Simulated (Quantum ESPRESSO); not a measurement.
# Collinear magnetic orders of MnSi (B20 Mn4Co0Si4) with Quantum ESPRESSO

A self-consistent run ends on one state, which hangs on the start. Several orders of MnSi (B20 Mn4Co0Si4) are started in Quantum ESPRESSO and their energies compared.

Main program and level: Quantum ESPRESSO 7.5; PBE; plane waves with GBRV 1.5 PBE potentials, no spin-orbit coupling.

Experimental background.

For MnSi, cubic B20 (bulk crystal, 0 K), “Understanding the muSR spectra of MnSi without magnetic polarons” (2014, arxiv:1405.0140) quotes earlier work: moment (static ordered moment per Mn, T to 0 K) about 0.4 μB [Rounded literature value for the low-temperature limit].

## 1. The starting structure

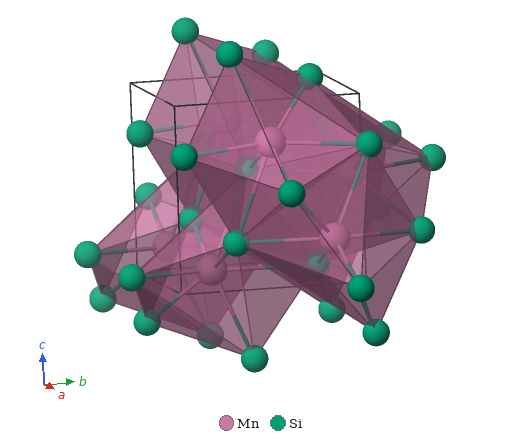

Start, viewed slightly off an axis; manganese pink, silicon teal. 2×1×1 cells are drawn. Some periodic images of atoms are drawn too.

Coordinates:

```cif
data_structure
_symmetry_space_group_name_H-M 'P2_13'
_symmetry_Int_Tables_number 198
_cell_length_a 4.5600
_cell_length_b 4.5600
_cell_length_c 4.5600
_cell_angle_alpha 90.000
_cell_angle_beta 90.000
_cell_angle_gamma 90.000
_cell_volume 94.82
loop_
_atom_site_label
_atom_site_type_symbol
_atom_site_symmetry_multiplicity
_atom_site_Wyckoff_symbol
_atom_site_fract_x
_atom_site_fract_y
_atom_site_fract_z
_atom_site_occupancy
Mn1 Mn 4 a 0.13700 0.13700 0.13700 1
Si1 Si 4 a 0.84500 0.84500 0.84500 1
```

The cell was typed by rule, not taken from a database of measured structures.

## 2. Run 1, typed as ferro ++++

The signs are those of the starting moments on the seeded atoms, the atoms that are given a moment.

Contents of pw.in:

```
&CONTROL
  calculation = 'scf'
  prefix = 'pwscf'
  outdir = './tmp'
  pseudo_dir = './pseudo'
  disk_io = 'nowf'
/
&SYSTEM
  ibrav = 0
  celldm(1) = 8
  nat = 8
  ntyp = 2
  ecutwfc = 40
  ecutrho = 280
  nbnd = 54
  occupations = 'smearing'
  smearing = 'fd'
  degauss = 0.00367493
  nspin = 2
  starting_magnetization(1) = 0.1333
  starting_magnetization(2) = 0
/
&ELECTRONS
  conv_thr = 1.6d-08
  electron_maxstep = 150
  mixing_beta = 0.3
/
ATOMIC_SPECIES
Mn     54.9380 mn_pbe_v1.5.uspp.F.UPF
Si     28.0850 si_pbe_v1.uspp.F.UPF
CELL_PARAMETERS alat
   1.0771438910367    0.0000000000000    0.0000000000000
   0.0000000000000    1.0771438910367    0.0000000000000
   0.0000000000000    0.0000000000000    1.0771438910367
ATOMIC_POSITIONS crystal
Mn      0.1370000000    0.1370000000    0.1370000000
Mn      0.3630000000    0.8630000000    0.6370000000
Mn      0.8630000000    0.6370000000    0.3630000000
Mn      0.6370000000    0.3630000000    0.8630000000
Si      0.8450000000    0.8450000000    0.8450000000
Si      0.6550000000    0.1550000000    0.3450000000
Si      0.1550000000    0.3450000000    0.6550000000
Si      0.3450000000    0.6550000000    0.1550000000
K_POINTS automatic
10 10 10 0 0 0
```

Command:

```
OMP_NUM_THREADS=1 mpirun -n 4 pw.x -nk 4 -in pw.in > pw.out
```

The log of the run:

```text
Program PWSCF v.7.5 starts

     Message from routine setup:
     using ibrav=0 with symmetry is DISCOURAGED, use correct ibrav instead

     K-points division:     npool     =       4
     Subspace diagonalization in iterative solution of the eigenvalue problem:

     G-vector sticks info
     --------------------
     sticks:   dense  smooth     PW     G-vecs:    dense   smooth      PW
     Sum        1649     949    293                50685    21879    3743

     Using Slab Decomposition

     bravais-lattice index     =            0
     lattice parameter (alat)  =       8.0000  a.u.
     unit-cell volume          =     639.8691 (a.u.)^3
     number of atoms/cell      =            8
     number of atomic types    =            2
     number of electrons       =        76.00
     number of Kohn-Sham states=           54
     kinetic-energy cutoff     =      40.0000  Ry
     charge density cutoff     =     280.0000  Ry
     scf convergence threshold =      1.6E-08
     mixing beta               =       0.3000
     number of iterations used =            8  plain     mixing
     Exchange-correlation= SLA  PW   PBE  PBE
                           (   1   4   3   4   0   0   0)

     celldm(1)=   8.000000  celldm(2)=   0.000000  celldm(3)=   0.000000
     celldm(4)=   0.000000  celldm(5)=   0.000000  celldm(6)=   0.000000

     crystal axes: (cart. coord. in units of alat)
               a(1) = (   1.077144   0.000000   0.000000 )
               a(2) = (   0.000000   1.077144   0.000000 )
               a(3) = (   0.000000   0.000000   1.077144 )

     reciprocal axes: (cart. coord. in units 2 pi/alat)
               b(1) = (  0.928381  0.000000  0.000000 )
               b(2) = (  0.000000  0.928381  0.000000 )
               b(3) = (  0.000000  0.000000  0.928381 )

     PseudoPot. # 1 for Mn read from file:
     mn_pbe_v1.5.uspp.F.UPF
     Pseudo is Ultrasoft + core correction, Zval = 15.0
     Generated by new atomic code, or converted to UPF format
     Using radial grid of  859 points,  6 beta functions with:
                l(1) =   0
                l(2) =   0
                l(3) =   1
                l(4) =   1
                l(5) =   2
                l(6) =   2
     Q(r) pseudized with  8 coefficients,  rinner =    0.950   0.950   0.950
                                                       0.950   0.950

     PseudoPot. # 2 for Si read from file:
     si_pbe_v1.uspp.F.UPF
     Pseudo is Ultrasoft + core correction, Zval =  4.0
     Generated by new atomic code, or converted to UPF format
     Using radial grid of  899 points,  6 beta functions with:
                l(1) =   0
                l(2) =   0
                l(3) =   1
                l(4) =   1
                l(5) =   2
                l(6) =   2
     Q(r) pseudized with  8 coefficients,  rinner =    0.900   0.900   0.900
                                                       0.900   0.900

     atomic species   valence    mass     pseudopotential
     Mn               15.00    54.93800     Mn( 1.00)
     Si                4.00    28.08500     Si( 1.00)

     Starting magnetic structure
     atomic species   magnetization
     Mn              0.133
     Si              0.000

     12 Sym. Ops. (no inversion) found ( 9 have fractional translation)

   Cartesian axes

     site n.     atom                  positions (alat units)
         1        Mn     tau(   1) = (   0.1475687   0.1475687   0.1475687  )
         2        Mn     tau(   2) = (   0.3910032   0.9295752   0.6861407  )
         3        Mn     tau(   3) = (   0.9295752   0.6861407   0.3910032  )
         4        Mn     tau(   4) = (   0.6861407   0.3910032   0.9295752  )
         5        Si     tau(   5) = (   0.9101866   0.9101866   0.9101866  )
         6        Si     tau(   6) = (   0.7055292   0.1669573   0.3716146  )
         7        Si     tau(   7) = (   0.1669573   0.3716146   0.7055292  )
         8        Si     tau(   8) = (   0.3716146   0.7055292   0.1669573  )

     number of k points=    76  Fermi-Dirac smearing, width (Ry)=  0.0037
                       cart. coord. in units 2pi/alat
        k(    1) = (   0.0000000   0.0000000   0.0000000), wk =   0.0010000
        k(    2) = (   0.0000000   0.0000000   0.0928381), wk =   0.0060000
        k(    3) = (   0.0000000   0.0000000   0.1856762), wk =   0.0060000
        k(    4) = (   0.0000000   0.0000000   0.2785143), wk =   0.0060000
        k(    5) = (   0.0000000   0.0000000   0.3713524), wk =   0.0060000
        [... 71 further k-points ...]

     Dense  grid:    50685 G-vectors     FFT dimensions: (  48,  48,  48)

     Smooth grid:    21879 G-vectors     FFT dimensions: (  36,  36,  36)

     Check: negative core charge=   -0.000039
     Generating pointlists ...
     new r_m :   0.2247 (alat units)  1.7978 (a.u.) for type    1
     new r_m :   0.2247 (alat units)  1.7978 (a.u.) for type    2

     Initial potential from superposition of free atoms

     starting charge      73.9970, renormalised to      76.0000
     Starting wfcs are   68 randomized atomic wfcs

     Self-consistent Calculation

     iteration #  1     ecut=    40.00 Ry     beta= 0.30
     Davidson diagonalization with overlap
     ethr =  1.00E-02,  avg # of iterations =  3.4

     total energy              =    -881.28325592 Ry
     estimated scf accuracy    <       7.66405039 Ry

     total magnetization       =     3.84 Bohr mag/cell
     absolute magnetization    =     4.74 Bohr mag/cell

     iteration #  2     ecut=    40.00 Ry     beta= 0.30
     Davidson diagonalization with overlap
     ethr =  1.00E-02,  avg # of iterations =  2.4

     total energy              =    -882.84211425 Ry
     estimated scf accuracy    <       4.79140071 Ry

     total magnetization       =     5.42 Bohr mag/cell
     absolute magnetization    =     6.39 Bohr mag/cell

     iteration #  3     ecut=    40.00 Ry     beta= 0.30
     Davidson diagonalization with overlap
     ethr =  6.30E-03,  avg # of iterations =  1.2

     total energy              =    -883.45461737 Ry
     estimated scf accuracy    <       0.08323580 Ry

     total magnetization       =     5.25 Bohr mag/cell
     absolute magnetization    =     6.14 Bohr mag/cell

     [... further iterations left out ...]

     iteration # 13     ecut=    40.00 Ry     beta= 0.30
     Davidson diagonalization with overlap
     ethr =  8.46E-09,  avg # of iterations =  2.6

     total energy              =    -883.48759792 Ry
     estimated scf accuracy    <       0.00000142 Ry

     total magnetization       =     3.99 Bohr mag/cell
     absolute magnetization    =     4.71 Bohr mag/cell

     iteration # 14     ecut=    40.00 Ry     beta= 0.30
     Davidson diagonalization with overlap
     ethr =  1.87E-09,  avg # of iterations =  2.0

     total energy              =    -883.48759842 Ry
     estimated scf accuracy    <       0.00000002 Ry

     total magnetization       =     3.98 Bohr mag/cell
     absolute magnetization    =     4.70 Bohr mag/cell

     iteration # 15     ecut=    40.00 Ry     beta= 0.30
     Davidson diagonalization with overlap
     ethr =  3.08E-11,  avg # of iterations =  5.0

     total energy              =    -883.48759851 Ry
     estimated scf accuracy    <       0.00000015 Ry

     total magnetization       =     3.98 Bohr mag/cell
     absolute magnetization    =     4.71 Bohr mag/cell

     iteration # 16     ecut=    40.00 Ry     beta= 0.30
     Davidson diagonalization with overlap
     ethr =  3.08E-11,  avg # of iterations =  3.3

     Magnetic moment per site  (integrated on atomic sphere of radius R)
     atom   1 (R=0.225)  charge= 12.9928  magn=  1.0225
     atom   2 (R=0.225)  charge= 12.9928  magn=  1.0225
     atom   3 (R=0.225)  charge= 12.9928  magn=  1.0225
     atom   4 (R=0.225)  charge= 12.9928  magn=  1.0225
     atom   5 (R=0.225)  charge=  1.7536  magn= -0.0463
     atom   6 (R=0.225)  charge=  1.7536  magn= -0.0463
     atom   7 (R=0.225)  charge=  1.7536  magn= -0.0463
     atom   8 (R=0.225)  charge=  1.7536  magn= -0.0463

     End of self-consistent calculation

     Number of k-points >= 100: set verbosity='high' to print the bands.

     the Fermi energy is    15.4999 ev

!    total energy              =    -883.48759867 Ry
     estimated scf accuracy    <          7.9E-09 Ry
     smearing contrib. (-TS)   =      -0.00281480 Ry
     internal energy E=F+TS    =    -883.48478388 Ry

     The total energy is F=E-TS. E is the sum of the following terms:
     one-electron contribution =    -463.41801438 Ry
     hartree contribution      =     272.59185272 Ry
     xc contribution           =    -124.06092744 Ry
     ewald contribution        =    -568.59769478 Ry

     total magnetization       =     3.98 Bohr mag/cell
     absolute magnetization    =     4.70 Bohr mag/cell

     convergence has been achieved in  16 iterations

=------------------------------------------------------------------------------=
   JOB DONE.
=------------------------------------------------------------------------------=
```

The job ended after 4.5 min (4 MPI ranks of Intel Xeon at 2.70GHz, shared host; peak memory 0.84 GiB).

Spin moment in the atom's sphere by atom:

```
atom  spin moment in the atom's sphere (μB)
 Mn1                                   1.02
 Mn2                                   1.02
 Mn3                                   1.02
 Mn4                                   1.02
 Si5                                  -0.05
 Si6                                  -0.05
 Si7                                  -0.05
 Si8                                  -0.05
```

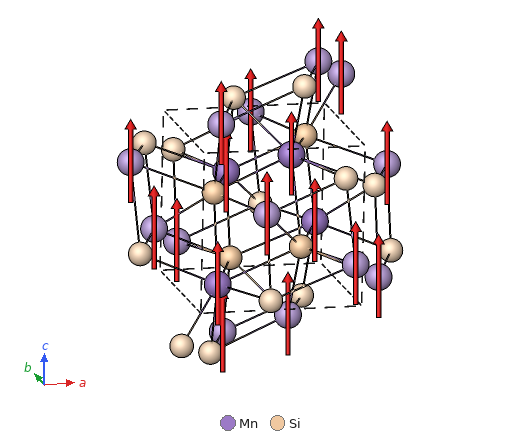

Spin moment in the atom's sphere as arrows, the longest 1.02 μB. Up and down stand for the sign. Arrows give size and sign along the axis of quantisation, drawn up and down the page. Some periodic images of atoms are drawn too.

Numbers from this step:

```yaml
smearing_term_ts: 0.03830 eV
magnetization: 3.982 μB
absolute_magnetization: 4.702 μB
final_state: ferromagnetic
```

(Part 1 of 2 ends here.)

[Logs and program files are shortened in this print: banners, set-up blocks, solver, clock and traceback lines can be left out without a mark of their own.]

[Logs are printed without paths, hosts, clocks, repeated set-up lines and the standing remarks that a program may print on its own settings, such as how far it seeks lower states.]

[Hosts, paths, dates, database ids (printed as entryN), source tags and the programs' standing remarks are cut or masked in the printed files.]

[Where a cell is said to come from a database of computed structures, the database is the Materials Project.]
